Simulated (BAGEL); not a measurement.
# C4H2Be (Be(CCH)2): RI-MP2/cc-pVDZ (density fitting with qzvpp-jkfit)

What is the energy change on altering one bond length of C4H2Be (Be(CCH)2) at RI-MP2/cc-pVDZ (density fitting with qzvpp-jkfit)? 

The results are computed with BAGEL 1.2.2.

6 further runs of the same task are left out: 6 set aside as unsound or not needed. Runs told in other sessions of the task aren't counted.

**1. The structure to begin with**

The species is C4H2Be (7 atoms), meant as a singlet with charge 0. As SMILES, `C#[C][Be][C]#C`. Geometry: a GFN2-xTB relaxation, a rough one for these elements and not checked as a minimum.

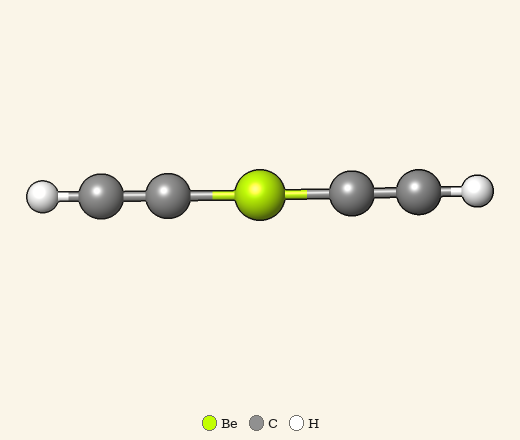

Viewed from a chosen angle; beryllium green, carbon grey, hydrogen white.

**2. The energy at RI-MP2/cc-pVDZ (density fitting with qzvpp-jkfit)**

File job.json:

```json
{ "bagel": [

{
  "title": "molecule",
  "basis": "cc-pvdz.json",
  "df_basis": "qzvpp-jkfit",
  "angstrom": true,
  "geometry": [
    { "atom": "Be", "xyz": [    0.000620,    0.010690,    0.000080 ] },
    { "atom": "C", "xyz": [    0.002220,   -0.005280,    1.658240 ] },
    { "atom": "C", "xyz": [    0.003160,   -0.019850,    2.865860 ] },
    { "atom": "H", "xyz": [    0.005080,   -0.031460,    3.921240 ] },
    { "atom": "C", "xyz": [   -0.000550,    0.017160,   -1.658180 ] },
    { "atom": "C", "xyz": [   -0.002660,    0.015280,   -2.865890 ] },
    { "atom": "H", "xyz": [   -0.007880,    0.013460,   -3.921350 ] }
  ]
},
{ "title": "hf", "charge": 0 },
{ "title": "mp2", "charge": 0, "ncore": 4 }

]}
```

The basis set cc-pVDZ is read from a file made from the Basis Set Exchange's data (not shown).

Started as:

```
$ BAGEL_NUM_THREADS=1 BAGEL job.json > job.out
```

The log of the run:

```text
* using 1 threads per process

  ===============================================================
  ===============================================================

  *** Geometry ***

  { "atom" : "Be", "xyz" : [      0.001172,      0.020201,      0.000151 ] },
  { "atom" : "C", "xyz" : [      0.004195,     -0.009978,      3.133619 ] },
  { "atom" : "C", "xyz" : [      0.005972,     -0.037511,      5.415691 ] },
  { "atom" : "H", "xyz" : [      0.009600,     -0.059451,      7.410070 ] },
  { "atom" : "C", "xyz" : [     -0.001039,      0.032428,     -3.133506 ] },
  { "atom" : "C", "xyz" : [     -0.005027,      0.028875,     -5.415747 ] },
  { "atom" : "H", "xyz" : [     -0.014891,      0.025436,     -7.410278 ] },

  Number of auxiliary basis functions:      387

  Since a DF basis is specified, we compute 2- and 3-index integrals:
    o Being stored without compression. Storage requirement is 0.020 GB

  Number of basis functions:       80
  Number of electrons      :       30

    * METHOD: MOLECULE                             0.14

  *** RHF ***

  === Nuclear Repulsion ===
    85.2606730642

      * DIIS with orbital gradients will be used.

  === RHF iteration (cc-pvdz.json) ===
      0       -167.05075841          0.01662826           0.03
      1       -167.17364882          0.00800647           0.03
      2       -167.19595771          0.00244229           0.03
      3       -167.19826283          0.00097409           0.03
      4       -167.19870637          0.00004613           0.03
      5       -167.19870914          0.00001201           0.03
      6       -167.19870928          0.00000233           0.03
      7       -167.19870928          0.00000054           0.03
      8       -167.19870928          0.00000016           0.03
      9       -167.19870928          0.00000005           0.03
     10       -167.19870928          0.00000001           0.03
    * SCF iteration converged.

    * Permanent dipole moment:
           (    0.001944,    -0.000151,    -0.000074) a.u.

    * METHOD: HF                                   0.45

  *** RHF ***

  === Nuclear Repulsion ===
    85.2606730642

      * DIIS with orbital gradients will be used.

  === RHF iteration (cc-pvdz.json) ===
      0       -167.19870928          0.00000001           0.03
    * SCF iteration converged.

    * Permanent dipole moment:
           (    0.001944,    -0.000151,    -0.000074) a.u.

  === DF-MP2 calculation ===

    * freezing 4 orbitals
    * 3-index integral transformation done
    * assembly done

      MP2 correlation energy:   -0.5238115501      0.03

      MP2 total energy:       -167.7225208335

    * METHOD: MP2                                  0.10

  ===============================================================
```

Wall time 0.82 s (1 thread of Arm Neoverse V1, shared host).

**3. The distorted shape**

File input.json:

```json
{ "bagel": [

{
  "title": "molecule",
  "basis": "cc-pvdz.json",
  "df_basis": "qzvpp-jkfit",
  "angstrom": true,
  "geometry": [
    { "atom": "Be", "xyz": [      -0.001300,       0.029854,      -1.989689 ] },
    { "atom": "C", "xyz": [       0.002220,      -0.005280,       1.658240 ] },
    { "atom": "C", "xyz": [       0.003160,      -0.019850,       2.865860 ] },
    { "atom": "H", "xyz": [       0.005080,      -0.031460,       3.921240 ] },
    { "atom": "C", "xyz": [      -0.002470,       0.036324,      -3.647949 ] },
    { "atom": "C", "xyz": [      -0.004580,       0.034444,      -4.855659 ] },
    { "atom": "H", "xyz": [      -0.009800,       0.032624,      -5.911119 ] }
  ]
},

{
  "title": "hf"
},

{
  "title": "mp2",
  "ncore": 4
}

]}
```

The basis set cc-pVDZ is read from a file made from the Basis Set Exchange's data (not shown).

Started as:

```
$ BAGEL_NUM_THREADS=1 BAGEL input.json > input.out
```

The log of the run:

```text
* using 1 threads per process

  ===============================================================
  ===============================================================

  *** Geometry ***

  { "atom" : "Be", "xyz" : [     -0.002457,      0.056416,     -3.759967 ] },
  { "atom" : "C", "xyz" : [      0.004195,     -0.009978,      3.133619 ] },
  { "atom" : "C", "xyz" : [      0.005972,     -0.037511,      5.415691 ] },
  { "atom" : "H", "xyz" : [      0.009600,     -0.059451,      7.410070 ] },
  { "atom" : "C", "xyz" : [     -0.004668,      0.068642,     -6.893625 ] },
  { "atom" : "C", "xyz" : [     -0.008655,      0.065090,     -9.175866 ] },
  { "atom" : "H", "xyz" : [     -0.018519,      0.061650,    -11.170396 ] },

  Number of auxiliary basis functions:      387

  Since a DF basis is specified, we compute 2- and 3-index integrals:
    o Being stored without compression. Storage requirement is 0.020 GB

  Number of basis functions:       80
  Number of electrons      :       30

    * METHOD: MOLECULE                             0.14

  *** RHF ***

  === Nuclear Repulsion ===
    72.9774722389

      * DIIS with orbital gradients will be used.

  === RHF iteration (cc-pvdz.json) ===
      0       -166.72298459          0.01871915           0.03
      1       -166.88190736          0.01287996           0.03
      2       -166.95890689          0.00302815           0.03
      3       -166.96455795          0.00154086           0.03
      4       -166.96589630          0.00028359           0.03
      5       -166.96597306          0.00014027           0.03
      6       -166.96599018          0.00006132           0.03
      7       -166.96599542          0.00002254           0.03
      8       -166.96599594          0.00000760           0.03
      9       -166.96599601          0.00000446           0.03
     10       -166.96599603          0.00000180           0.03
     11       -166.96599603          0.00000080           0.03
     12       -166.96599603          0.00000047           0.03
     13       -166.96599603          0.00000028           0.03
     14       -166.96599603          0.00000015           0.03
     15       -166.96599603          0.00000008           0.03
     16       -166.96599603          0.00000004           0.03
     17       -166.96599603          0.00000002           0.03
     18       -166.96599603          0.00000001           0.03
    * SCF iteration converged.

    * Permanent dipole moment:
           (    0.005745,    -0.033931,     3.878016) a.u.

    * METHOD: HF                                   0.72

  *** RHF ***

  === Nuclear Repulsion ===
    72.9774722389

      * DIIS with orbital gradients will be used.

  === RHF iteration (cc-pvdz.json) ===
      0       -166.96599603          0.00000001           0.03
    * SCF iteration converged.

    * Permanent dipole moment:
           (    0.005745,    -0.033931,     3.878015) a.u.

  === DF-MP2 calculation ===

    * freezing 4 orbitals
    * 3-index integral transformation done
    * assembly done

      MP2 correlation energy:   -0.5396984550      0.03

      MP2 total energy:       -167.5056944865

    * METHOD: MP2                                  0.10

  ===============================================================
```

Wall time 1.1 s (1 thread of Arm Neoverse V1, shared host).

**4. What came out**

At RI-MP2/cc-pVDZ (density fitting with qzvpp-jkfit), 4 core orbitals frozen:

```
                                                          quantity          value
                                         first shape: total energy  -167.72252 Eh
          first shape: correlation energy (4 core orbitals frozen)     -523.8 mEh
                                     distorted shape: total energy  -167.50569 Eh
      distorted shape: correlation energy (4 core orbitals frozen)     -539.7 mEh
energy change with the Be1–C2 bond stretched from 1.658 to 3.648 Å       5.900 eV
```

What this shows: One bond (distorted shape) is far stretched, which a spin-restricted single reference describes badly; perturbation theory on it can break down and give far too much correlation. With the Be1–C2 bond stretched from 1.658 to 3.648 Å the energy rises by 5.90 eV (569 kJ/mol). The first shape isn't relaxed at this level, so the change isn't measured from a minimum. A restricted reference can't describe the breaking bond well at this length.
